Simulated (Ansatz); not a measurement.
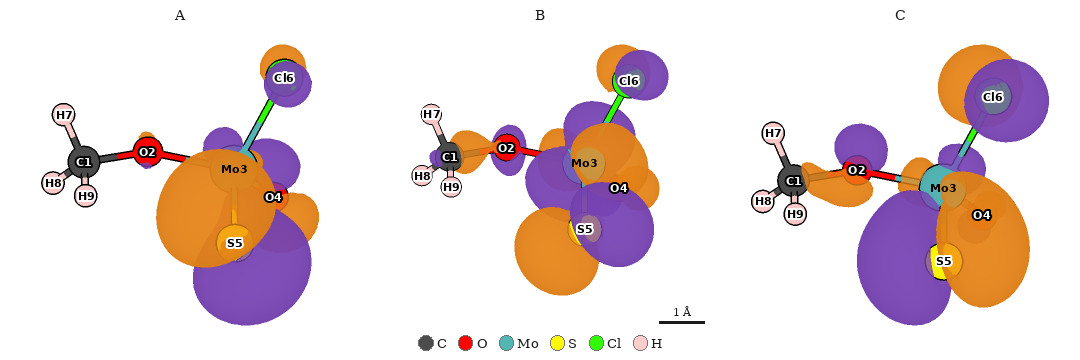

Figure. CH3ClMoO2S (SMILES C[O][Mo](=[O])(=[S])[Cl]). Three frontier orbitals at ±0.1 Å⁻³ᐟ² (orange and purple are the two phases), in no order.

Geometry: PBE0-D4/def2-TZVP; core potentials replace the inner electrons of Mo.

Theory: RKS PBE0-D4/def2-TZVPP (Ansatz 0.2.0).

| atom | x (Å) | y (Å) | z (Å) |
| --- | --- | --- | --- |
| C | -1.0141 | 1.0437 | 0.6091 |
| O | -0.0006 | 0.6342 | -0.2797 |
| Mo | 0.9459 | -0.8687 | -0.7128 |
| O | 1.0190 | -1.0184 | -2.3714 |
| S | -0.0727 | -2.5330 | 0.0797 |
| Cl | 3.0262 | -0.7766 | 0.1491 |
| H | -0.5804 | 1.7203 | 1.3491 |
| H | -1.7838 | 1.5725 | 0.0433 |
| H | -1.4508 | 0.1797 | 1.1164 |

**Which picture is the HOMO−1, the HOMO and the LUMO?**

C is the HOMO−1 (−8.54 eV). By Hirshfeld shares it lies mainly on S5 (about 55 %), Mo3 (about 20 %) and Cl6 (about 20 %). A is the HOMO (−7.95 eV). By Hirshfeld shares it lies mainly on S5 (about 70 %), O4 (about 15 %) and Mo3 (about 10 %); largely a lone pair of S5. B is the LUMO (−3.17 eV). Its weight (Hirshfeld) is mainly on Mo3 (about 50 %), S5 (about 30 %) and Cl6 (about 5 %).

**What is the HOMO–LUMO gap?**

4.78 eV between the orbital energies.
